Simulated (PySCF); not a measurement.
Input

```
{"job": {"kind": "sp", "xc": "PBE0", "basis": "ma-def2-TZVP", "d3": "d3bj", "grid": 2}, "charge": 0, "multiplicity": 1}
C      1.343355     0.128060     0.192648
N     -0.070336     0.127153    -0.056131
C     -0.809815    -1.078438     0.210672
C     -0.714736     1.223959    -0.539335
O     -1.898056     1.298780    -0.776678
H      1.762603     1.113531    -0.057450
H      1.566950    -0.081523     1.253471
H      1.862067    -0.631556    -0.418463
H     -1.861843    -0.891589    -0.040446
H     -0.433509    -1.917889    -0.398944
H     -0.734238    -1.363352     1.274103
H     -0.010611     2.077160    -0.698535
```

Launched as:

```sh
OMP_NUM_THREADS=1 python redox_run.py task.json out
```

Geometry: PBE0-D3(BJ)/def2-SVP.

Method: DFT single point, gas phase, functional PBE0 (PySCF).

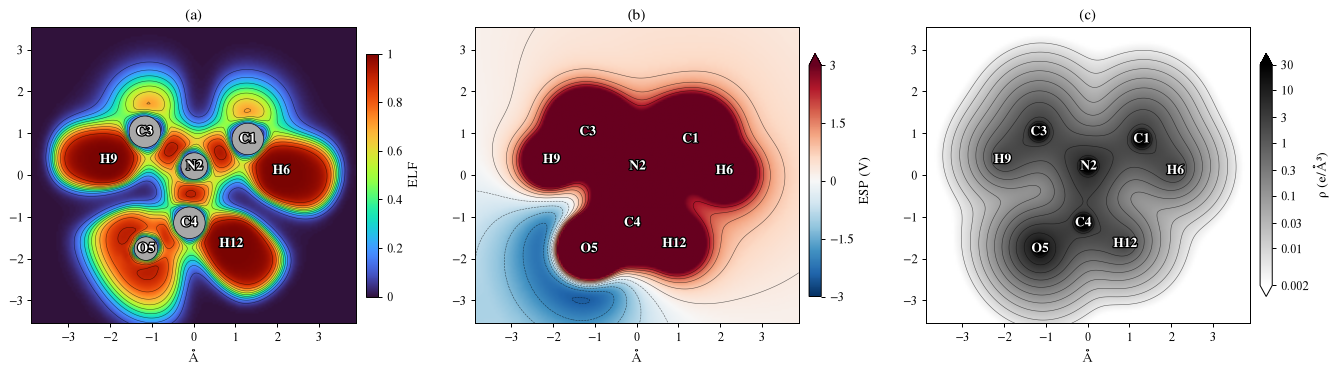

C3H7NO (SMILES CN(C)C=O). (a) electron localisation function; (b) molecular electrostatic potential; (c) electron density on the plane of atoms O5, C4 and H12. Grey discs cover the atomic cores in the ELF map.

> What does the map show?

The plane passes through C, N, O and H nuclei. C–O (1.21 Å): the density is about 3.4 e/Å³ at the midpoint; the ELF peaks at about 0.85 between the atoms; a short, multiple covalent bond. C–N (1.36 Å): the density is about 2.4 e/Å³ at the midpoint; the ELF peaks at about 0.90 between the atoms: a covalent bond. C–H (1.10 Å): ρ at the midpoint is about 2 e/Å³; the ELF climbs to about 1 towards the hydrogen, as it does in any bond to H: an ordinary covalent bond to hydrogen. C–N (1.44 Å): the density is about 2 e/Å³ at the midpoint; the ELF peaks at about 0.95 between the atoms: a covalent bond. The ELF also peaks beside O5, away from the bonds: lone-pair regions. Outside the dense part of the molecule the potential is most negative (−2.5 V) near O5.
